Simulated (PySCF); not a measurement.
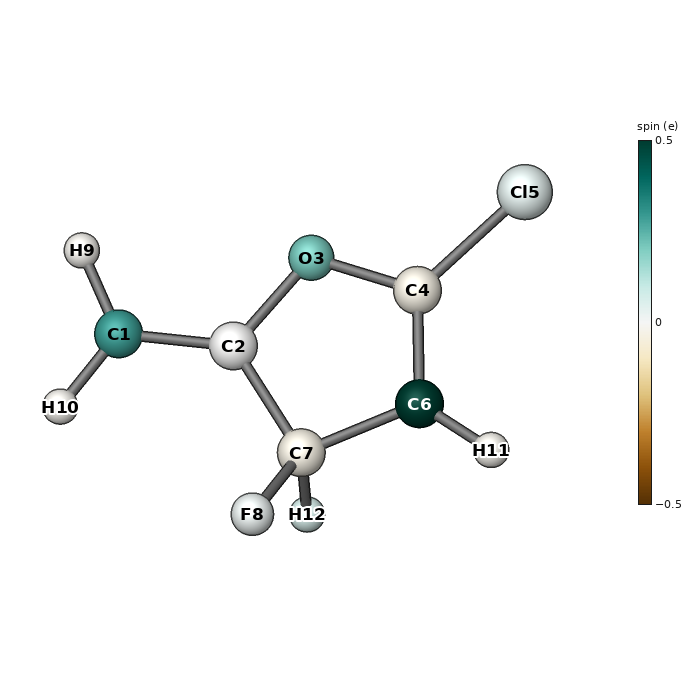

Atoms are coloured by their Mulliken spin populations. State: charge +1, doublet. Computed geometry: GFN2-xTB optimisation. No frequency run is at hand to confirm it as a minimum. Properties computed with UKS B3LYP, pcH-1 on C Cl F H O, non-relativistic (PySCF 2.14.0).

Question: Which atom carries the largest spin population?

Answer: C6 (0.50 e).

Question: Which atom has the lowest spin population?

Answer: C4, C7 (−0.03 e); a negative value comes from spin polarisation.

Give the Mulliken spin populations atom by atom.

| atom | value (e) |
| --- | --- |
| C1 | 0.29 |
| C2 | 0.00 |
| O3 | 0.21 |
| C4 | −0.03 |
| Cl5 | 0.04 |
| C6 | 0.50 |
| C7 | −0.03 |
| F8 | 0.02 |
| H9 | −0.01 |
| H10 | −0.01 |
| H11 | −0.02 |
| H12 | 0.06 |

Mulliken values depend strongly on the basis set.
